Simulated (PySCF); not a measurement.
Input file:

```
mol = gto.M(atom='''
Tl    -0.98928    -0.00000    -0.00000
Cl     0.70199     0.00000     2.07853
Cl     0.70199    -0.00000    -2.07853''',
    basis={'Tl': 'def2-SVP', 'Cl': 'def2-SVP'},
    ecp={'Tl': 'def2-SVP'},
    charge=-1, spin=0)
mf = dft.RKS(mol, xc='PBE')
mf.grids.atom_grid = (75, 302)  # f atoms: at least (60, 302), unpruned
mf = mf.density_fit()  # Tl def2-universal-JKFIT, Cl def2-universal-JKFIT
mf.conv_tol = 1e-09; mf.max_cycle = 55
mf.kernel(dm0)
```

Launched as:

```sh
OMP_NUM_THREADS=2 python run.py
```

Core potentials replace the inner electrons of Tl.

Method: RKS PBE, Tl def2-SVP with ECP60, Cl def2-SVP; non-relativistic Hamiltonian with scalar-relativistic core potentials where named; density fitting in PySCF.

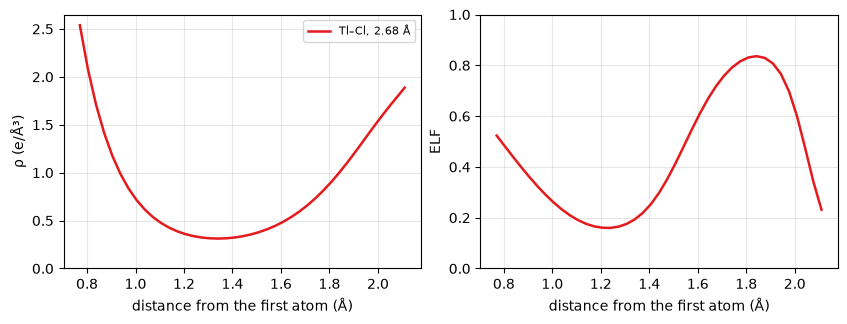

Cl2Tl (charge −1). Electron density and ELF along straight lines between neighbouring atoms. The curves leave out the atomic cores.

### What can be read from the curves?

Tl–Cl (2.68 Å): ρ is about 0.31 e/Å³ halfway; the ELF peaks at about 0.85 in the valence shell of Cl, 0.8 Å from its nucleus, and drops to about 0.15 between the two atoms.
